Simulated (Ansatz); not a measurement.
# BGeC (quartet): wB97M-V, HSE06, B2PLYP, RPA-PBE over vertical spin and charge gaps and displaced geometries, cc-pVDZ, part 2 of 2

Ansatz 0.2.0, Gaussian basis; cc-pVDZ, all electrons in the functionals, frozen cores in the correlation of double hybrids and RPA.

## (13) B2PLYP, charge 0, sextet

in.yaml

```yaml
crystal:
  periodic: [false, false, false]
  atoms:
    - {symbol: B, position_ang: [0.000000, 0.000000, 1.564300]}
    - {symbol: C, position_ang: [0.000000, 0.000000, 0.167100]}
    - {symbol: Ge, position_ang: [0.000000, 0.000000, -1.731400]}
basis:
  gaussian: {orbitals: cc-pVDZ}
magnetization: {spin_polarized: true, initial_magnetization: 5}
hamiltonian: {xc: {name: B2PLYP}}
correlation: {electrons: outside_noble_gas}
```

Command:

```bash
$ ansatz run in.yaml --threads 1 --pin off --events-out ev --progress --plain --max-ram 2393MiB
```

Standard output (excerpt; [...] marks lines left out):

```text
Functional definition: B2PLYP
  name "B2PLYP"
  cite "Grimme, J. Chem. Phys. 124, 034108 (2006) doi:10.1063/1.2148954"
  cite "Becke, Phys. Rev. A 38, 3098 (1988) doi:10.1103/PhysRevA.38.3098"
  cite "Lee, Yang & Parr, Phys. Rev. B 37, 785 (1988) doi:10.1103/PhysRevB.37.785"
[...]
597 factors; integrals over basis functions are off by at most 7.4e-4 eV
[...]
mean field -58206.26339336 eV, -2139.0407260838 hartree, gradient 1.9e-6 eV, S^2 8.762306; 4 other end points of the search recorded, 0 dependent functions left out
16 core orbitals not correlated: weight in the atoms' cores, before any rotation towards them, 0.998 or more for the frozen orbitals, at most 0.001 for the correlated occupied ones
reference -58206.26351937 eV, -2139.0407307146 hartree; 8, 3 occupied and 31, 36 virtual orbitals, 597 factors
second order -6.17394968 eV of doubles, -0.00000000 eV of singles
Total energy: -58207.93048579 eV, -2139.1019906003 hartree
```

Run time: 3.1 s. Hardware: 1 thread of Arm Neoverse V2, shared host.

From the report: ⟨S²⟩ of the determinant 8.762 (pure sextet: 8.75).

From charge 0, quartet: +62.3 kcal/mol.

## (14) B2PLYP, charge 1, triplet

in.yaml, as its differences from that of step 13:

```diff
@@ -8,3 +8,4 @@
   gaussian: {orbitals: cc-pVDZ}
-magnetization: {spin_polarized: true, initial_magnetization: 5}
+total_charge: 1
+magnetization: {spin_polarized: true, initial_magnetization: 2}
 hamiltonian: {xc: {name: B2PLYP}}
```

Launched as before.

Standard output (excerpt; [...] marks lines left out):

```text
Functional definition: B2PLYP
  name "B2PLYP"
  cite "Grimme, J. Chem. Phys. 124, 034108 (2006) doi:10.1063/1.2148954"
  cite "Becke, Phys. Rev. A 38, 3098 (1988) doi:10.1103/PhysRevA.38.3098"
  cite "Lee, Yang & Parr, Phys. Rev. B 37, 785 (1988) doi:10.1103/PhysRevB.37.785"
[...]
597 factors; integrals over basis functions are off by at most 7.4e-4 eV
[...]
mean field -58201.93391999 eV, -2138.8816208718 hartree, gradient 1.1e-6 eV, S^2 2.023790; 2 other end points of the search recorded, 0 dependent functions left out
16 core orbitals not correlated: weight in the atoms' cores, before any rotation towards them, 0.999 or more for the frozen orbitals, at most 0.000 for the correlated occupied ones
reference -58201.93405119 eV, -2138.8816256935 hartree; 6, 4 occupied and 33, 35 virtual orbitals, 597 factors
second order -6.91867151 eV of doubles, -0.00000000 eV of singles
Total energy: -58203.80209250 eV, -2138.9502749454 hartree
```

It took 7 s on 1 thread of Arm Neoverse V2, shared host.

From the report: ⟨S²⟩ of the determinant 2.024 (pure triplet: 2.00).

From charge 0, quartet: +157.5 kcal/mol.

## (15) B2PLYP, charge 1, quintet

in.yaml, as its differences from that of step 14:

```diff
@@ -9,3 +9,3 @@
 total_charge: 1
-magnetization: {spin_polarized: true, initial_magnetization: 2}
+magnetization: {spin_polarized: true, initial_magnetization: 4}
 hamiltonian: {xc: {name: B2PLYP}}
```

Same command.

Standard output (excerpt; [...] marks lines left out):

```text
Functional definition: B2PLYP
  name "B2PLYP"
  cite "Grimme, J. Chem. Phys. 124, 034108 (2006) doi:10.1063/1.2148954"
  cite "Becke, Phys. Rev. A 38, 3098 (1988) doi:10.1103/PhysRevA.38.3098"
  cite "Lee, Yang & Parr, Phys. Rev. B 37, 785 (1988) doi:10.1103/PhysRevB.37.785"
[...]
597 factors; integrals over basis functions are off by at most 7.4e-4 eV
[...]
mean field -58199.77626067 eV, -2138.8023283542 hartree, gradient 2.7e-6 eV, S^2 6.010482; 5 other end points of the search recorded, 0 dependent functions left out
16 core orbitals not correlated: weight in the atoms' cores, before any rotation towards them, 0.999 or more for the frozen orbitals, at most 0.001 for the correlated occupied ones
reference -58199.77639467 eV, -2138.8023332788 hartree; 7, 3 occupied and 32, 36 virtual orbitals, 597 factors
second order -5.43352529 eV of doubles, -0.00000000 eV of singles
Total energy: -58201.24344650 eV, -2138.8562464391 hartree
```

It took 8.5 s on 1 thread of Arm Neoverse V2, shared host.

From the report: ⟨S²⟩ of the determinant 6.010 (pure quintet: 6.00).

From charge 0, quartet: +216.5 kcal/mol.

## (16) B2PLYP, displaced geometry v1

in.yaml

```yaml
crystal:
  periodic: [false, false, false]
  atoms:
    - {symbol: B, position_ang: [-0.015433, -0.009008, 1.585940]}
    - {symbol: C, position_ang: [-0.016266, -0.025151, 0.177587]}
    - {symbol: Ge, position_ang: [0.031698, 0.034159, -1.763527]}
basis:
  gaussian: {orbitals: cc-pVDZ}
magnetization: {spin_polarized: true, initial_magnetization: 3}
hamiltonian: {xc: {name: B2PLYP}}
correlation: {electrons: outside_noble_gas}
```

Launched as before.

Standard output (excerpt; [...] marks lines left out):

```text
Functional definition: B2PLYP
  name "B2PLYP"
  cite "Grimme, J. Chem. Phys. 124, 034108 (2006) doi:10.1063/1.2148954"
  cite "Becke, Phys. Rev. A 38, 3098 (1988) doi:10.1103/PhysRevA.38.3098"
  cite "Lee, Yang & Parr, Phys. Rev. B 37, 785 (1988) doi:10.1103/PhysRevB.37.785"
[...]
597 factors; integrals over basis functions are off by at most 7.6e-4 eV
[...]
mean field -58208.65941182 eV, -2139.1287781380 hartree, gradient 3.5e-10 eV, S^2 3.767170; 6 other end points of the search recorded, 0 dependent functions left out
16 core orbitals not correlated: weight in the atoms' cores, before any rotation towards them, 0.999 or more for the frozen orbitals, at most 0.000 for the correlated occupied ones
reference -58208.65953896 eV, -2139.1287828104 hartree; 7, 4 occupied and 32, 35 virtual orbitals, 597 factors
second order -7.34375175 eV of doubles, -0.00000000 eV of singles
Total energy: -58210.64235194 eV, -2139.2016498432 hartree
```

Run time: 27 s. Hardware: 1 thread of Arm Neoverse V2, shared host.

From the report: ⟨S²⟩ of the determinant 3.767 (pure quartet: 3.75).

From charge 0, quartet: -0.2 kcal/mol.

## (17) B2PLYP, displaced geometry v2

in.yaml

```yaml
crystal:
  periodic: [false, false, false]
  atoms:
    - {symbol: B, position_ang: [0.084376, 0.005225, 1.559298]}
    - {symbol: C, position_ang: [-0.080498, 0.013599, 0.173691]}
    - {symbol: Ge, position_ang: [-0.003878, -0.018825, -1.732989]}
basis:
  gaussian: {orbitals: cc-pVDZ}
magnetization: {spin_polarized: true, initial_magnetization: 3}
hamiltonian: {xc: {name: B2PLYP}}
correlation: {electrons: outside_noble_gas}
```

The command is unchanged.

Standard output (excerpt; [...] marks lines left out):

```text
Functional definition: B2PLYP
  name "B2PLYP"
  cite "Grimme, J. Chem. Phys. 124, 034108 (2006) doi:10.1063/1.2148954"
  cite "Becke, Phys. Rev. A 38, 3098 (1988) doi:10.1103/PhysRevA.38.3098"
  cite "Lee, Yang & Parr, Phys. Rev. B 37, 785 (1988) doi:10.1103/PhysRevB.37.785"
[...]
597 factors; integrals over basis functions are off by at most 7.3e-4 eV
[...]
mean field -58208.66524251 eV, -2139.1289924120 hartree, gradient 1.6e-6 eV, S^2 3.766175; 6 other end points of the search recorded, 0 dependent functions left out
16 core orbitals not correlated: weight in the atoms' cores, before any rotation towards them, 0.999 or more for the frozen orbitals, at most 0.001 for the correlated occupied ones
reference -58208.66536798 eV, -2139.1289970228 hartree; 7, 4 occupied and 32, 35 virtual orbitals, 597 factors
second order -7.27760663 eV of doubles, -0.00000000 eV of singles
Total energy: -58210.63032177 eV, -2139.2012077427 hartree
```

It took 15 s on 1 thread of Arm Neoverse V2, shared host.

From the report: ⟨S²⟩ of the determinant 3.766 (pure quartet: 3.75).

From charge 0, quartet: +0.1 kcal/mol.

## (18) RPA-PBE, charge 0, quartet

in.yaml

```yaml
crystal:
  periodic: [false, false, false]
  atoms:
    - {symbol: B, position_ang: [0.000000, 0.000000, 1.564300]}
    - {symbol: C, position_ang: [0.000000, 0.000000, 0.167100]}
    - {symbol: Ge, position_ang: [0.000000, 0.000000, -1.731400]}
basis:
  gaussian: {orbitals: cc-pVDZ}
magnetization: {spin_polarized: true, initial_magnetization: 3}
hamiltonian: {xc: {name: PBE}}
correlation: {method: rpa, electrons: outside_noble_gas}
```

The command is unchanged.

Standard output (excerpt; [...] marks lines left out):

```text
Functional definition: PBE
  name "PBE"
  cite "Perdew, Burke & Ernzerhof, Phys. Rev. Lett. 77, 3865 (1996) doi:10.1103/PhysRevLett.77.3865"
  parent pbe
[...]
597 factors; integrals over basis functions are off by at most 7.4e-4 eV
[...]
mean field -58212.93048667 eV, -2139.2857372438 hartree, gradient 2.8e-6 eV, S^2 3.761001; 10 other end points of the search recorded, 0 dependent functions left out
16 core orbitals not correlated: weight in the atoms' cores, before any rotation towards them, 0.998 or more for the frozen orbitals, at most 0.001 for the correlated occupied ones
reference -58168.81571578 eV, -2137.6645493155 hartree; 7, 4 occupied and 32, 35 virtual orbitals, 597 factors
Total energy: -58179.45738210 eV, -2138.0556233397 hartree
```

Wall time 9.5 s (1 thread of Arm Neoverse V2, shared host).

From the report: ⟨S²⟩ of the determinant 3.761 (pure quartet: 3.75).

## (19) RPA-PBE, charge 0, doublet

in.yaml, as its differences from that of step 18:

```diff
@@ -8,3 +8,3 @@
   gaussian: {orbitals: cc-pVDZ}
-magnetization: {spin_polarized: true, initial_magnetization: 3}
+magnetization: {spin_polarized: true, initial_magnetization: 1}
 hamiltonian: {xc: {name: PBE}}
```

Same command.

Standard output (excerpt; [...] marks lines left out):

```text
Functional definition: PBE
  name "PBE"
  cite "Perdew, Burke & Ernzerhof, Phys. Rev. Lett. 77, 3865 (1996) doi:10.1103/PhysRevLett.77.3865"
  parent pbe
[...]
597 factors; integrals over basis functions are off by at most 7.4e-4 eV
[...]
mean field -58214.89034652 eV, -2139.3577607646 hartree, gradient 6.0e-6 eV, S^2 0.792931; 2 other end points of the search recorded, 0 dependent functions left out
16 core orbitals not correlated: weight in the atoms' cores, before any rotation towards them, 0.998 or more for the frozen orbitals, at most 0.001 for the correlated occupied ones
reference -58169.41770824 eV, -2137.6866721302 hartree; 6, 5 occupied and 33, 34 virtual orbitals, 597 factors
Total energy: -58181.46508147 eV, -2138.1294049307 hartree
```

Wall time 2.3 s (1 thread of Arm Neoverse V2, shared host).

From the report: ⟨S²⟩ of the determinant 0.793 (pure doublet: 0.75).

From charge 0, quartet: -46.3 kcal/mol.

## (20) RPA-PBE, charge 0, sextet

in.yaml, as its differences from that of step 19:

```diff
@@ -8,3 +8,3 @@
   gaussian: {orbitals: cc-pVDZ}
-magnetization: {spin_polarized: true, initial_magnetization: 1}
+magnetization: {spin_polarized: true, initial_magnetization: 5}
 hamiltonian: {xc: {name: PBE}}
```

The command is unchanged.

Standard output (excerpt; [...] marks lines left out):

```text
Functional definition: PBE
  name "PBE"
  cite "Perdew, Burke & Ernzerhof, Phys. Rev. Lett. 77, 3865 (1996) doi:10.1103/PhysRevLett.77.3865"
  parent pbe
[...]
597 factors; integrals over basis functions are off by at most 7.4e-4 eV
[...]
mean field -58210.42557914 eV, -2139.1936835899 hartree, gradient 1.7e-6 eV, S^2 8.756655; 10 other end points of the search recorded, 0 dependent functions left out
16 core orbitals not correlated: weight in the atoms' cores, before any rotation towards them, 0.996 or more for the frozen orbitals, at most 0.001 for the correlated occupied ones
reference -58167.14334157 eV, -2137.6030906967 hartree; 8, 3 occupied and 31, 36 virtual orbitals, 597 factors
Total energy: -58176.86199523 eV, -2137.9602446311 hartree
```

Wall time 12 s (1 thread of Arm Neoverse V2, shared host).

From the report: ⟨S²⟩ of the determinant 8.757 (pure sextet: 8.75).

From charge 0, quartet: +59.9 kcal/mol.

## (21) RPA-PBE, charge 1, triplet

in.yaml, as its differences from that of step 20:

```diff
@@ -8,3 +8,4 @@
   gaussian: {orbitals: cc-pVDZ}
-magnetization: {spin_polarized: true, initial_magnetization: 5}
+total_charge: 1
+magnetization: {spin_polarized: true, initial_magnetization: 2}
 hamiltonian: {xc: {name: PBE}}
```

Launched as before.

Standard output (excerpt; [...] marks lines left out):

```text
Functional definition: PBE
  name "PBE"
  cite "Perdew, Burke & Ernzerhof, Phys. Rev. Lett. 77, 3865 (1996) doi:10.1103/PhysRevLett.77.3865"
  parent pbe
[...]
597 factors; integrals over basis functions are off by at most 7.4e-4 eV
[...]
mean field -58205.89424128 eV, -2139.0271599950 hartree, gradient 2.3e-6 eV, S^2 2.017351; 11 other end points of the search recorded, 0 dependent functions left out
16 core orbitals not correlated: weight in the atoms' cores, before any rotation towards them, 0.998 or more for the frozen orbitals, at most 0.001 for the correlated occupied ones
reference -58162.42229850 eV, -2137.4295955640 hartree; 6, 4 occupied and 33, 35 virtual orbitals, 597 factors
Total energy: -58172.59665142 eV, -2137.8034961374 hartree
```

Run time: 12 s. Hardware: 1 thread of Arm Neoverse V2, shared host.

From the report: ⟨S²⟩ of the determinant 2.017 (pure triplet: 2.00).

From charge 0, quartet: +158.2 kcal/mol.

## (22) RPA-PBE, charge 1, quintet

in.yaml, as its differences from that of step 21:

```diff
@@ -9,3 +9,3 @@
 total_charge: 1
-magnetization: {spin_polarized: true, initial_magnetization: 2}
+magnetization: {spin_polarized: true, initial_magnetization: 4}
 hamiltonian: {xc: {name: PBE}}
```

The command is unchanged.

Standard output (excerpt; [...] marks lines left out):

```text
Functional definition: PBE
  name "PBE"
  cite "Perdew, Burke & Ernzerhof, Phys. Rev. Lett. 77, 3865 (1996) doi:10.1103/PhysRevLett.77.3865"
  parent pbe
[...]
597 factors; integrals over basis functions are off by at most 7.4e-4 eV
[...]
mean field -58203.40095423 eV, -2138.9355333858 hartree, gradient 3.3e-6 eV, S^2 6.005979; 12 other end points of the search recorded, 0 dependent functions left out
16 core orbitals not correlated: weight in the atoms' cores, before any rotation towards them, 0.998 or more for the frozen orbitals, at most 0.001 for the correlated occupied ones
reference -58161.03572412 eV, -2137.3786398956 hartree; 7, 3 occupied and 32, 36 virtual orbitals, 597 factors
Total energy: -58170.09632321 eV, -2137.7116107705 hartree
```

Wall time 10 s (1 thread of Arm Neoverse V2, shared host).

From the report: ⟨S²⟩ of the determinant 6.006 (pure quintet: 6.00).

From charge 0, quartet: +215.9 kcal/mol.

## (23) RPA-PBE, displaced geometry v1

in.yaml

```yaml
crystal:
  periodic: [false, false, false]
  atoms:
    - {symbol: B, position_ang: [-0.015433, -0.009008, 1.585940]}
    - {symbol: C, position_ang: [-0.016266, -0.025151, 0.177587]}
    - {symbol: Ge, position_ang: [0.031698, 0.034159, -1.763527]}
basis:
  gaussian: {orbitals: cc-pVDZ}
magnetization: {spin_polarized: true, initial_magnetization: 3}
hamiltonian: {xc: {name: PBE}}
correlation: {method: rpa, electrons: outside_noble_gas}
```

Launched as before.

Standard output (excerpt; [...] marks lines left out):

```text
Functional definition: PBE
  name "PBE"
  cite "Perdew, Burke & Ernzerhof, Phys. Rev. Lett. 77, 3865 (1996) doi:10.1103/PhysRevLett.77.3865"
  parent pbe
[...]
597 factors; integrals over basis functions are off by at most 7.6e-4 eV
[...]
mean field -58212.94285432 eV, -2139.2861917464 hartree, gradient 9.7e-11 eV, S^2 3.761387; 14 other end points of the search recorded, 0 dependent functions left out
16 core orbitals not correlated: weight in the atoms' cores, before any rotation towards them, 0.998 or more for the frozen orbitals, at most 0.001 for the correlated occupied ones
reference -58168.77986518 eV, -2137.6632318303 hartree; 7, 4 occupied and 32, 35 virtual orbitals, 597 factors
Total energy: -58179.49875883 eV, -2138.0571439062 hartree
```

It took 40 s on 1 thread of Arm Neoverse V2, shared host.

From the report: ⟨S²⟩ of the determinant 3.761 (pure quartet: 3.75).

From charge 0, quartet: -1.0 kcal/mol.

## (24) RPA-PBE, displaced geometry v2

in.yaml

```yaml
crystal:
  periodic: [false, false, false]
  atoms:
    - {symbol: B, position_ang: [0.084376, 0.005225, 1.559298]}
    - {symbol: C, position_ang: [-0.080498, 0.013599, 0.173691]}
    - {symbol: Ge, position_ang: [-0.003878, -0.018825, -1.732989]}
basis:
  gaussian: {orbitals: cc-pVDZ}
magnetization: {spin_polarized: true, initial_magnetization: 3}
hamiltonian: {xc: {name: PBE}}
correlation: {method: rpa, electrons: outside_noble_gas}
```

Launched as before.

Standard output (excerpt; [...] marks lines left out):

```text
Functional definition: PBE
  name "PBE"
  cite "Perdew, Burke & Ernzerhof, Phys. Rev. Lett. 77, 3865 (1996) doi:10.1103/PhysRevLett.77.3865"
  parent pbe
[...]
597 factors; integrals over basis functions are off by at most 7.3e-4 eV
[...]
mean field -58212.92500485 eV, -2139.2855357904 hartree, gradient 2.0e-9 eV, S^2 3.760928; 11 other end points of the search recorded, 0 dependent functions left out
16 core orbitals not correlated: weight in the atoms' cores, before any rotation towards them, 0.998 or more for the frozen orbitals, at most 0.001 for the correlated occupied ones
reference -58168.81128944 eV, -2137.6643866504 hartree; 7, 4 occupied and 32, 35 virtual orbitals, 597 factors
Total energy: -58179.45674472 eV, -2138.0555999162 hartree
```

It took 16 s on 1 thread of Arm Neoverse V2, shared host.

From the report: ⟨S²⟩ of the determinant 3.761 (pure quartet: 3.75).

From charge 0, quartet: 0.0 kcal/mol.

## (25) Against the wave-function levels

No level is safe as a reference over these points; UCCSD(T) serves as a yardstick only. It comes from earlier runs at the same points. Energies in kcal/mol, counted from charge 0, quartet; blanks weren't run or aren't comparable.

```csv
level,quartet to doublet,quartet to sextet,ionisation to the triplet cation,ionisation to the quintet cation,displacement v1,displacement v2
UCCSD(T),-43.9,60.3,156.4,213.5,-0.6,0.0
wB97M-V,-39.5,60.5,158.8,214.3,0.2,0.1
HSE06,,,,216.7,,
B2PLYP,-45.6,62.3,157.5,216.5,-0.2,0.1
RPA-PBE,-46.3,59.9,158.2,215.9,-1.0,0.0
```

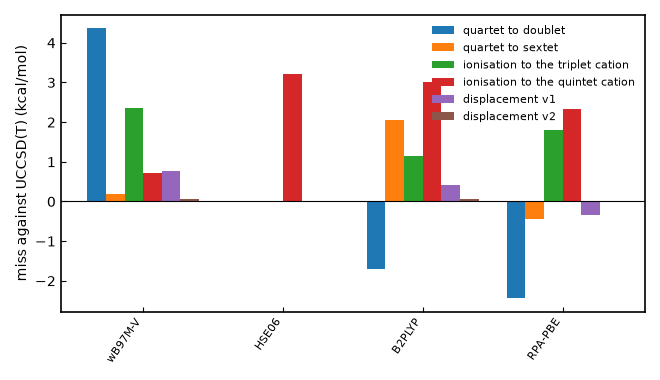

Misses of the gaps against UCCSD(T).

Largest miss and mean time a point (UCCSD(T) took 30 s a point; shared hosts):

```csv
level,largest miss (kcal/mol),where,time a point
wB97M-V,+4.4,quartet to doublet,32 s
HSE06,+3.2,ionisation to the quintet cation,8.8 s
B2PLYP,+3.0,ionisation to the quintet cation,10 s
RPA-PBE,-2.4,quartet to doublet,14 s
```

## (26) Results

What follows sums up all 2 parts.

```
                                  quantity                                             value
              quartet to doublet, UCCSD(T)                                    -43.9 kcal/mol
               quartet to sextet, UCCSD(T)                                     60.3 kcal/mol
ionisation to the triplet cation, UCCSD(T)                                    156.4 kcal/mol
ionisation to the quintet cation, UCCSD(T)                                    213.5 kcal/mol
                 displacement v1, UCCSD(T)                                     -0.6 kcal/mol
                 displacement v2, UCCSD(T)                                      0.0 kcal/mol
                     largest miss, wB97M-V                +4.4 kcal/mol (quartet to doublet)
                       largest miss, HSE06  +3.2 kcal/mol (ionisation to the quintet cation)
                      largest miss, B2PLYP  +3.0 kcal/mol (ionisation to the quintet cation)
                     largest miss, RPA-PBE                -2.4 kcal/mol (quartet to doublet)
```

What this shows: Misses are known at 6 of 6 points at best, and only functionals with that many are ranked. Of the functionals, RPA-PBE keep the smallest largest miss at the points compared (at most 2.4 kcal/mol) and wB97M-V strays most (4.4 kcal/mol, at quartet to doublet). Functionals and the yardstick converge differently with the basis, so part of each miss in cc-pVDZ is the basis. The yardstick itself may be off where one determinant is a poor start.
